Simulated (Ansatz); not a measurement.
# CH6BCl: the cost of one run

Method: PBE0-D4/def2-SVP; program: Ansatz 0.2.0, Gaussian basis.

23 further runs of the same task are left out: 1 that didn't finish, 22 set aside as unsound or not needed.

### Step 1. The system as given

The first end: 9 atoms, charge 0, spin multiplicity 1.

Atoms are counted from 1 here; the program's logs count them from 0.

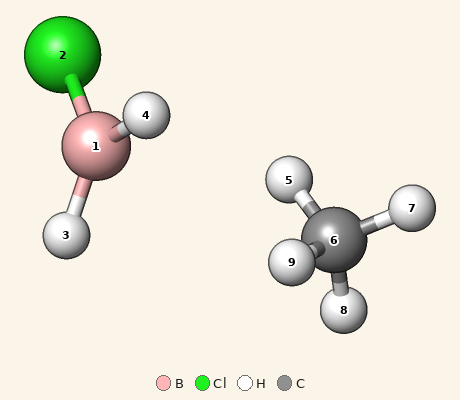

As it starts; boron pink, chlorine green, hydrogen white, carbon grey; atoms are numbered from 1 in the order of the file.

As a file:

```xyz
9
CH6BCl
B    -0.7146    0.1476   -1.7344
Cl    0.5483    1.0657   -2.4908
H    -0.6443   -1.0397   -1.7721
H    -1.6106    0.7412   -1.2237
H     1.0387    0.3562    0.6747
C     0.4842   -0.1826    1.4431
H     0.2680    0.4919    2.2708
H     1.0833   -1.0200    1.7992
H    -0.4531   -0.5603    1.0334
```

The second end:

```xyz
9
CH6BCl
B    -0.7602   -0.2649   -0.4722
Cl    1.1284    1.1461   -1.7552
H    -0.6398   -1.1695   -1.2484
H    -1.5797    0.5766   -0.7088
H     1.8637    1.2335   -0.7104
C    -0.0892   -0.3379    0.9354
H     0.0300    0.6243    1.4392
H     0.8487   -0.8973    0.9702
H    -0.8019   -0.9108    1.5504
```

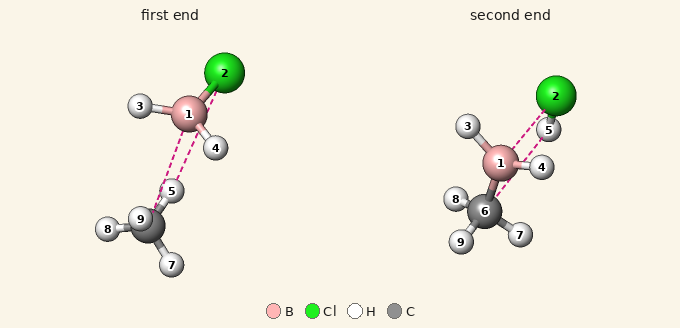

The two ends; dashed lines mark the contacts followed along the path.

### Step 2. The band at PBE0-D4/def2-SVP

neb/in.yaml reads:

```yaml
crystal:
  periodic: [false, false, false]
  atoms:
    - {symbol: B, position_ang: [-0.714606, 0.147583, -1.734424]}
    - {symbol: Cl, position_ang: [0.548339, 1.065728, -2.490816]}
    - {symbol: H, position_ang: [-0.644349, -1.039748, -1.772143]}
    - {symbol: H, position_ang: [-1.610629, 0.741249, -1.223716]}
    - {symbol: H, position_ang: [1.038729, 0.356165, 0.674680]}
    - {symbol: C, position_ang: [0.484248, -0.182604, 1.443073]}
    - {symbol: H, position_ang: [0.267969, 0.491916, 2.270849]}
    - {symbol: H, position_ang: [1.083324, -1.020023, 1.799164]}
    - {symbol: H, position_ang: [-0.453124, -0.560265, 1.033431]}
basis:
  gaussian: {orbitals: def2-SVP}
hamiltonian: {xc: pbe0, dispersion: d4}
neb:
  images: 5
  climbing: true
  max_iterations: 40
  initial_path: idpp
  final_atoms:
    - {symbol: B, position_ang: [-0.760213, -0.264916, -0.472190]}
    - {symbol: Cl, position_ang: [1.128366, 1.146060, -1.755212]}
    - {symbol: H, position_ang: [-0.639792, -1.169512, -1.248424]}
    - {symbol: H, position_ang: [-1.579724, 0.576575, -0.708788]}
    - {symbol: H, position_ang: [1.863740, 1.233462, -0.710385]}
    - {symbol: C, position_ang: [-0.089217, -0.337887, 0.935350]}
    - {symbol: H, position_ang: [0.029998, 0.624252, 1.439190]}
    - {symbol: H, position_ang: [0.848681, -0.897253, 0.970199]}
    - {symbol: H, position_ang: [-0.801940, -0.910782, 1.550360]}
```

Launch:

```bash
ansatz run in.yaml --threads 2 --pin off --events-out ev --progress --plain --max-ram 4352MiB
```

**Question.** How long does this run take on 2 threads of Arm Neoverse V1, shared host?

About 2.2 min.
